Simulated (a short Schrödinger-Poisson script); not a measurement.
Structure: symmetric double-gate stack, Si3N4 on p-type Si(100), at 77 K.

```
layer  material  thickness (nm)  Na (cm⁻³)
-----  --------  --------------  ---------
1         Si3N4             1.9          -
2            Si               5       2e17
3         Si3N4             1.9          -
```

Constants are typed, rounded textbook-type inputs, not results; the design itself was drawn at random and stands for no fabricated device. Si3N4: permittivity 7.5, conduction-band edge (eV) 1.95, gap (eV) 5.1, electron mass (mₑ) 0.5. Si: permittivity 11.7, conduction-band edge (eV) 0, gap (eV) 1.124, Nv at 300 K (cm⁻³) 3.1e19.

Channel valleys (confinement mass, in-plane density-of-states mass, number): Δ2 0.916, 0.19, 2; Δ4 0.19, 0.417, 4. At the gates, both at one voltage, the conduction-band edge of layer 1 lies 2.31 eV − eVg above the Fermi level of the channel. Gaps are held at their typed values at every temperature. Mesh 0.03 nm at interfaces.

Solved with a short Schrödinger-Poisson script written for these runs: 1D Poisson equation in equilibrium, electrons quantum, Hartree (BenDaniel-Duke, 12 states a valley, the channel's in-plane mass for all, wave functions ending at the dielectric), parabolic valleys, classical holes, full ionisation, no traps, pinning or gate leakage.

Only gate voltages with over 1e8 electrons/cm² are shown.

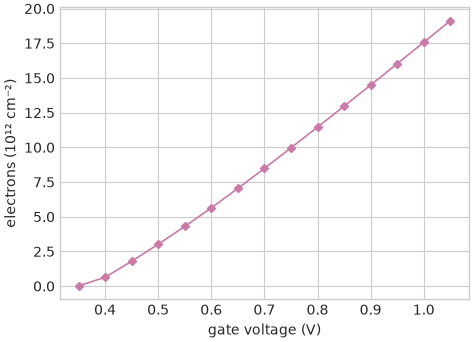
Fig. 1. Sheet density against gate voltage

```tsv
Vg (V)	electrons (cm⁻²)	C (μF/cm²)	Δ2 E0 (meV)	Δ2 E1 (meV)	Δ4 E0 (meV)	Δ4 E1 (meV)
0.35	1.15e10	0.279	29.9	79.0	92.7	330.0
0.4	6.36e11	3.35	1.3	48.8	64.0	299.8
0.45	1.78e12	3.87	-9.8	35.1	53.0	286.1
0.5	3.02e12	4.03	-18.4	23.9	44.7	275.1
0.55	4.30e12	4.18	-26.0	13.7	37.3	265.1
0.6	5.64e12	4.40	-32.6	4.9	31.2	256.6
0.65	7.04e12	4.58	-37.8	-2.5	26.4	249.6
0.7	8.49e12	4.69	-42.2	-8.7	22.5	243.8
0.75	9.96e12	4.76	-46.1	-14.4	19.2	238.6
0.8	1.15e13	4.82	-49.7	-19.7	16.2	233.8
0.85	1.30e13	4.86	-53.1	-24.8	13.4	229.3
0.9	1.45e13	4.90	-56.4	-29.6	10.9	225.0
0.95	1.60e13	4.94	-59.6	-34.3	8.6	221.0
1	1.76e13	4.97	-62.6	-38.7	6.5	217.2
1.05	1.91e13	5.00	-65.5	-43.1	4.5	213.6
```

Subbands count from the Fermi level. The capacitance is that of both gates.
